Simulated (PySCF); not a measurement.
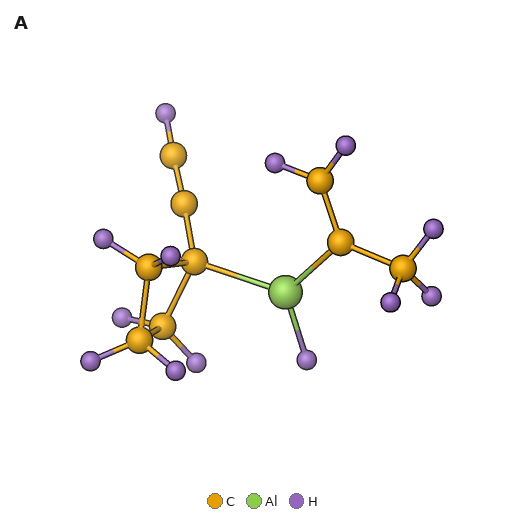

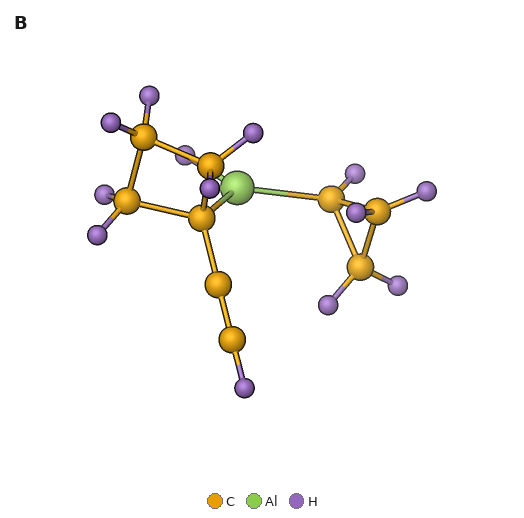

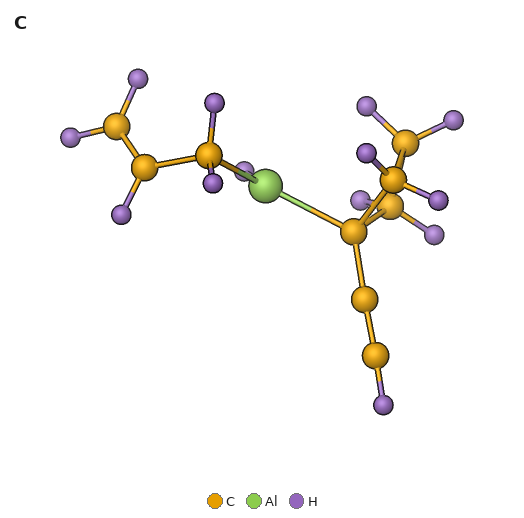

3 stationary structures of one formula. Geometries: GFN2-xTB. Electronic energies: PBE0/pcSseg-1 (PySCF 2.14.0), without zero-point energy. No frequency run is at hand to confirm each as a minimum. Each is one conformer, not always the lowest.

Are they conformers, stereoisomers or constitutional isomers?

They are constitutional isomers of C9H13Al: A `C#C[C]1([AlH][C](=C)C)CCC1`, B `C#C[C]1([AlH][CH]2CC2)CCC1`, C `C#C[C]1([AlH][CH2]C=C)CCC1`.

Rank them by energy, lowest first.

A is lowest; B lies 10.4 kJ/mol above it, C lies 21.1 kJ/mol above it.

The geometry is semi-empirical. Around Al such bond lengths and angles can be off by a tenth of an ångström or more and by several degrees, and values that hang on the shape move with them.
